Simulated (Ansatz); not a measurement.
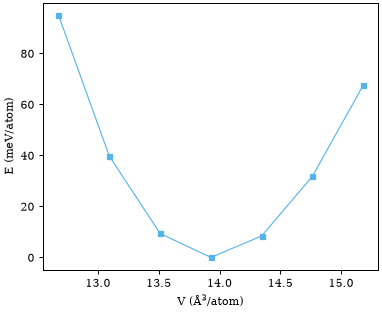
Figure. Ta2GeN in space group P6_3/mmc (No. 194; Ge on 2d, Ta on 4f, N on 2a) under volume change, the program Ansatz at the r²SCAN level (PAW), shape and atoms relaxed at each volume.

Task: What does a third-order Birch–Murnaghan fit give for V₀, B₀ and B′?

Result: V₀ = 13.93 Å³/atom, B₀ = 225 GPa, B′ = 4.7.

The start of the workflow was typed in or built on a structure type; neither database checked (COD, Materials Project) lists it. Its standing as an ambient phase is unchecked. The r²SCAN relaxation kept the symmetry of its start; its stability against distortions is not shown here. No spin polarisation was allowed. Scalar-relativistic: spin–orbit coupling is off unless named, which matters more the heavier the elements.

Potentials: the earlier of the program's two PAW sets.
